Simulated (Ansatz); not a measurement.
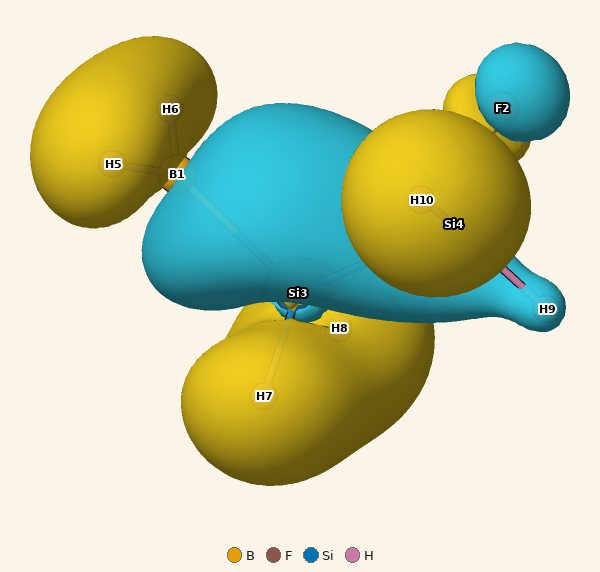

*BFH6Si2. The HOMO−1 at ±0.06 Å⁻³ᐟ² (yellow and cyan are the two phases), seen at a tilt.*

Geometry: B3LYP/6-31G*.

Computed with isolated molecule in a Gaussian basis; Kohn-Sham density functional theory, functional PBE0 (Ansatz).

| atom | x (Å) | y (Å) | z (Å) |
| --- | --- | --- | --- |
| B | -1.5688 | -0.6283 | -1.4661 |
| F | -0.4729 | 1.4658 | -4.6757 |
| Si | 0.0155 | 0.6058 | -1.5121 |
| Si | -0.2831 | 2.1924 | -3.2356 |
| H | -2.5683 | -0.3188 | -0.8886 |
| H | -1.5690 | -1.6621 | -2.0645 |
| H | 0.1436 | 1.4405 | -0.2789 |
| H | 1.3191 | -0.0819 | -1.7394 |
| H | 0.9055 | 3.0862 | -3.3199 |
| H | -1.4909 | 3.0243 | -2.9758 |

Describe this orbital and give its energy.

Answer. Its weight (Hirshfeld) is mainly on Si3 (about 35 %), B1 (about 20 %), H8 (about 10 %), Si4 (about 10 %), H7 (about 5 %) and H10 (about 5 %). Its energy is −8.95 eV.
